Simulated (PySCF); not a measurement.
# InH: what the fields show

```xyz
2

In    0.0000    0.0000   -0.0162
H     0.0000    0.0000    1.8478
```

Core potentials replace the inner electrons of In.

The calculation used PBE0/def2-SVP, non-relativistic Hamiltonian with scalar-relativistic core potentials where named, at a bond length of 1.864 Å (PySCF).

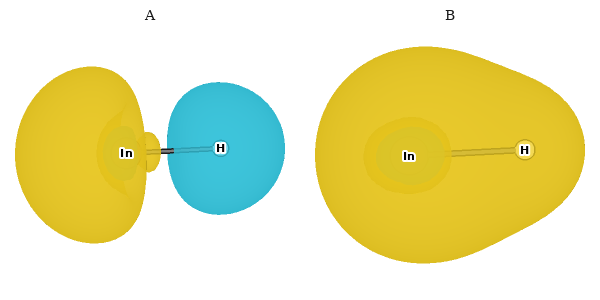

Figure 1. Two frontier orbitals, each drawn at the value that holds 80 % of its norm (yellow and cyan are the two phases), in no order; of a degenerate pair one member is drawn.

Label each orbital by symmetry, say whether it is occupied, and order them by energy.

Answer. Orbital B: σ, occupied, −10.10 eV; mainly on In (75 %).
Orbital A: σ, occupied, −5.65 eV; shared between the atoms (In 65 %, H 35 %).

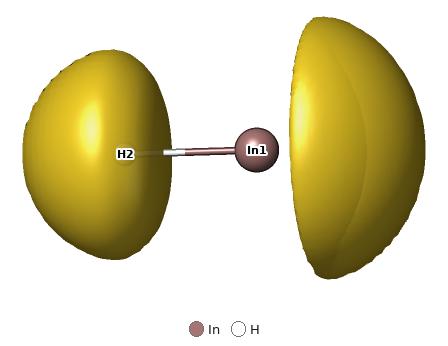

Figure 2. Isosurface of the ELF at 0.8 (yellow), seen from one side. Only the valence region is drawn (cores and ρ < 0.01 e/Å³ removed).

Identify the bonds, lone pairs and shells in this picture.

Answer. The surface consists of one region around a hydrogen nucleus and one lobe on In, pointing away from the bonds (lone pairs). Profiles from the grid: In–H (1.86 Å): the ELF climbs to about 1 towards the hydrogen.

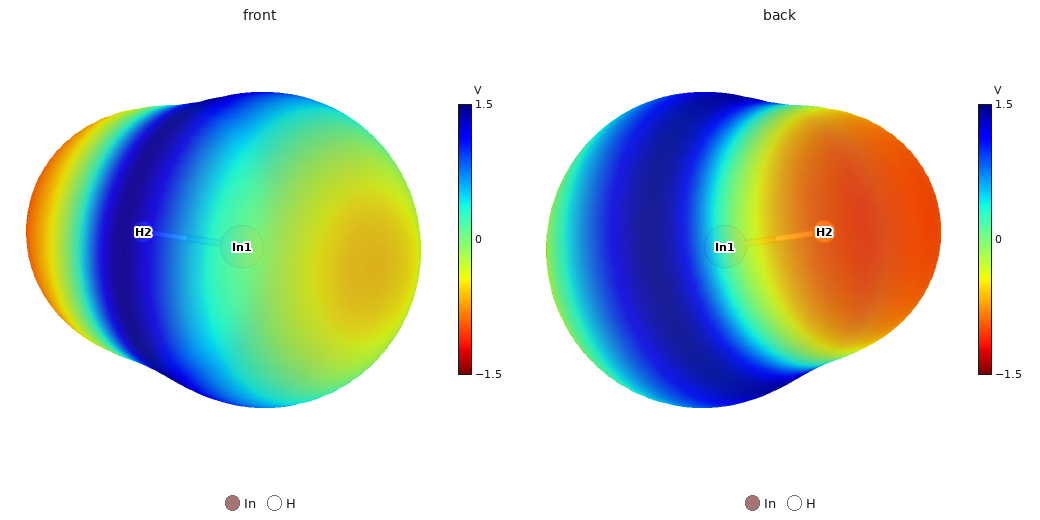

Figure 3. The molecular electrostatic potential painted on the density surface at 0.001 e/bohr³, seen from the front and from behind; the colour scale runs from red (negative) to blue (positive).

Where is the surface potential most negative and most positive?

Answer. The most negative region (about −1.0 V) lies over H2, the most positive (about +1.4 V) over In1.
